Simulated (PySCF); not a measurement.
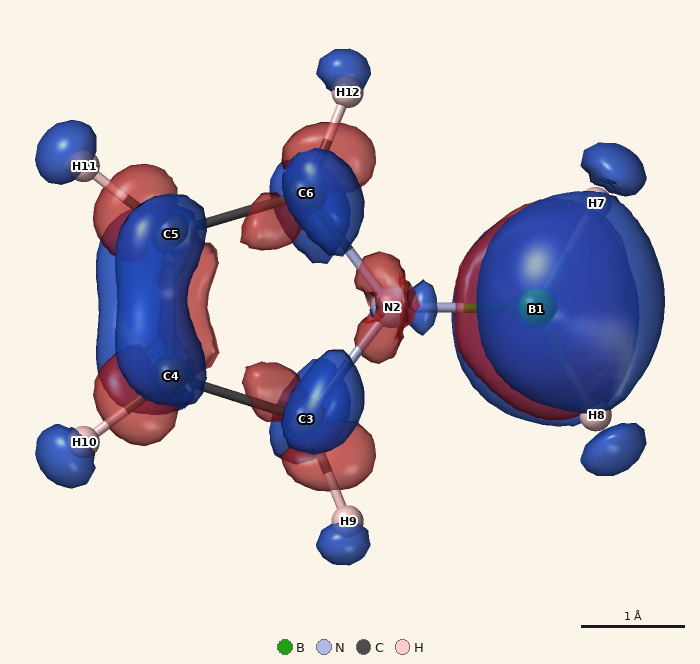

Figure. C₄H₆BN, charge −1, doublet, SMILES `[BH2-]n1cccc1`. Fukui function f⁻ = ρ(N) − ρ(N−1) at fixed geometry, surfaces at ±0.02 e/Å³ (blue positive, red negative).

Computed with PySCF, PBE/def2-SVPD, geometry: GFN2-xTB. The highest occupied Kohn–Sham orbital has positive energy, a self-interaction fault of such functionals for anions. No frequency check shows the geometry to be a minimum. GFN2-xTB doesn't know the spin state, so this open-shell geometry is rough.

Coordinates in Å:

```
B1      -2.1774    0.0002    0.0000
N2      -0.7602   -0.0003    0.0000
C3       0.0797    1.1028    0.0000
C4       1.4085    0.6973    0.0000
C5       1.4084   -0.6973    0.0000
C6       0.0796   -1.1026    0.0000
H7      -2.7681   -1.0370    0.0000
H8      -2.7679    1.0376    0.0000
H9      -0.3264    2.1004    0.0000
H10      2.2702    1.3503    0.0000
H11      2.2700   -1.3504    0.0000
H12     -0.3267   -2.1002    0.0000
```

Q: Which atoms respond most to the removal of an electron?

A: f⁻ (Hirshfeld-condensed) is largest on B1 (0.34); the vertical detachment energy is −0.16 eV (to the singlet neutral species, which needn't be its lowest state). Condensed values hint at sites of electrophilic attack but needn't mark the atom that reacts. Orbital relaxation makes it negative in places (0.18 e in all).

```json
{"atom": "B1", "f⁻": "+0.34", "charge": "−0.20"}
{"atom": "N2", "f⁻": "+0.02", "charge": "−0.04"}
{"atom": "C3", "f⁻": "+0.06", "charge": "−0.08"}
{"atom": "C4", "f⁻": "+0.08", "charge": "−0.15"}
{"atom": "C5", "f⁻": "+0.08", "charge": "−0.15"}
{"atom": "C6", "f⁻": "+0.06", "charge": "−0.08"}
{"atom": "H7", "f⁻": "+0.09", "charge": "−0.15"}
{"atom": "H8", "f⁻": "+0.09", "charge": "−0.15"}
{"atom": "H9", "f⁻": "+0.04", "charge": "+0.01"}
{"atom": "H10", "f⁻": "+0.05", "charge": "−0.01"}
{"atom": "H11", "f⁻": "+0.05", "charge": "−0.01"}
{"atom": "H12", "f⁻": "+0.04", "charge": "+0.01"}
```

The PySCF run took 68 s on 1 thread of Arm Neoverse V2, with other jobs on the host, peak memory 0.63 GiB.
